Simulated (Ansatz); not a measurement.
**ClH3MoO4: basis-set convergence**

How large a basis does ClH3MoO4 need? Two functionals are run in growing sets.

The runs use Ansatz 0.2.0, Gaussian basis; one geometry, several basis sets.

Plan: PBE0-D4/def2-SVP; ωB97M-V/def2-SVP; PBE0-D4/def2-QZVPP; ωB97M-V/def2-QZVPP; the functionals' def2-TZVPP values are taken from earlier runs.

**1. The geometry**

An earlier PBE0-D4 in a triple-zeta def2 set relaxation fixed the geometry. Mo takes the def2 core potential; no spin-orbit term is included.

9 atoms, charge 0, spin multiplicity 1.

Atoms are counted from 1 here; the program's logs count them from 0.

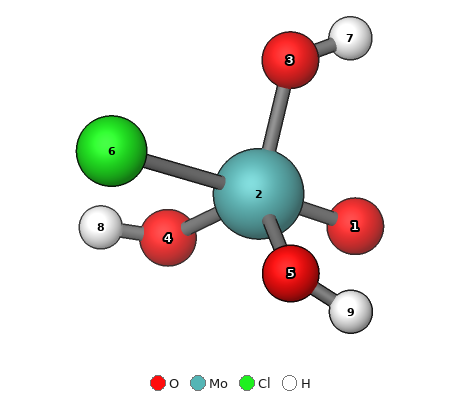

The geometry (oxygen red, molybdenum teal, chlorine green, hydrogen white); atoms are numbered from 1 in the order of the file.

**2. PBE0-D4 in def2-SVP**

File in.yaml:

```yaml
crystal:
  periodic: [false, false, false]
  atoms:
    - {symbol: O, position_ang: [0.439150, -1.077768, 1.358186]}
    - {symbol: Mo, position_ang: [0.026312, -0.089610, 0.076786]}
    - {symbol: O, position_ang: [1.767150, 0.250775, -0.483829]}
    - {symbol: O, position_ang: [-0.977373, -1.430283, -0.741557]}
    - {symbol: O, position_ang: [-0.812936, 1.220233, 1.097281]}
    - {symbol: Cl, position_ang: [-0.654241, 1.224068, -1.836123]}
    - {symbol: H, position_ang: [2.486437, -0.137241, 0.026929]}
    - {symbol: H, position_ang: [-1.364877, -1.111758, -1.568881]}
    - {symbol: H, position_ang: [-0.821122, 1.105183, 2.054107]}
basis:
  gaussian: {orbitals: def2-SVP}
hamiltonian: {xc: pbe0, dispersion: d4}
output: {orbitals: {seedname: orbitals}}
```

On the command line:

```
$ ansatz run in.yaml --threads 4 --pin off --events-out ev --progress --plain --max-ram 11315MiB
```

After this run come: ωB97M-V in def2-SVP; PBE0-D4 in def2-QZVPP; ωB97M-V in def2-QZVPP.

**Question.** What will the summary of the whole plan be? Wanted: PBE0-D4: double and triple zeta above quadruple; ωB97M-V: double and triple zeta above quadruple.

The runs gave:

```
                                       quantity           value
PBE0-D4: double and triple zeta above quadruple  16.25, 0.96 eV
ωB97M-V: double and triple zeta above quadruple  16.41, 0.93 eV
```

What this shows: PBE0-D4 gains 15.28 eV from double to triple zeta, then 0.96 eV more. These are total energies; as a rule much of such shifts cancels in differences, which this series doesn't test.
